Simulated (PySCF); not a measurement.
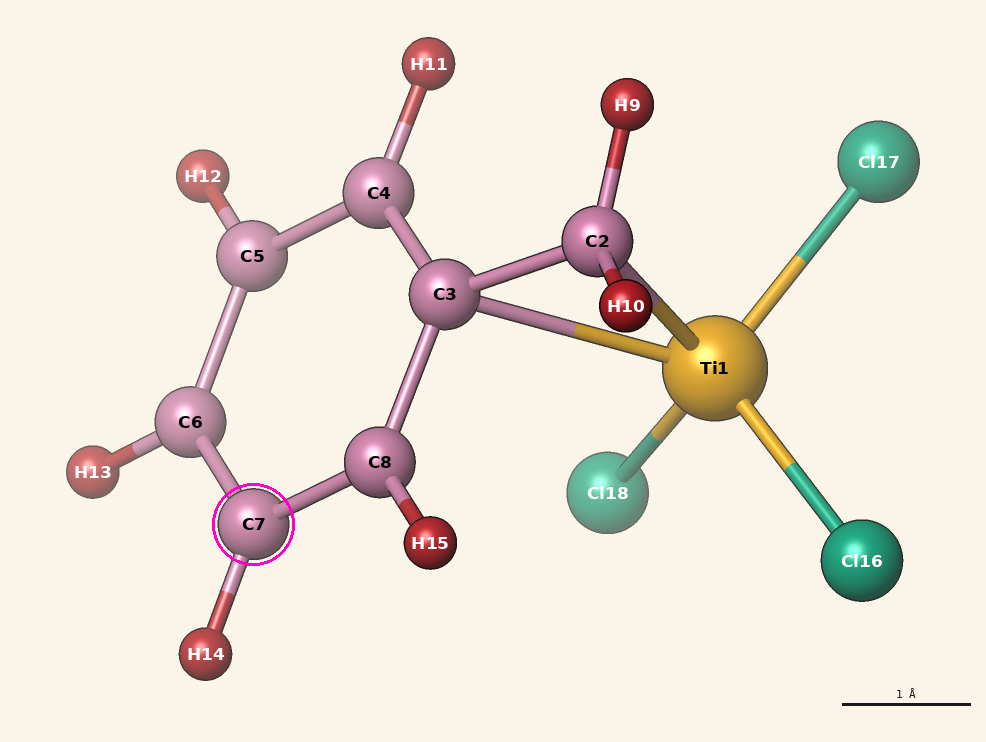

Orthographic view. Atoms fade into the background with distance from the viewer. The species is neutral and a spin singlet. The computed structure is the end point of a PBE0-D3(BJ)/def2-SVP optimisation. No frequency run is at hand to confirm it as a minimum.

> Which atoms are bonded to the circled atom?

The circled atom is C7; it is bonded to C6, C8, H14.

> What is the shortest path along bonds from the circled atom to Cl16?

C7–C8–C3–Ti1–Cl16, 4 bonds; through space the two are 4.85 Å apart.

> Which atom is nearest the viewer?

H10, 2.4 Å in front of the mean position.

> Of Ti1 and C2, which is nearer the viewer?

C2; the bond to Ti1 points away from the viewer, so it looks shorter than its 2.10 Å.
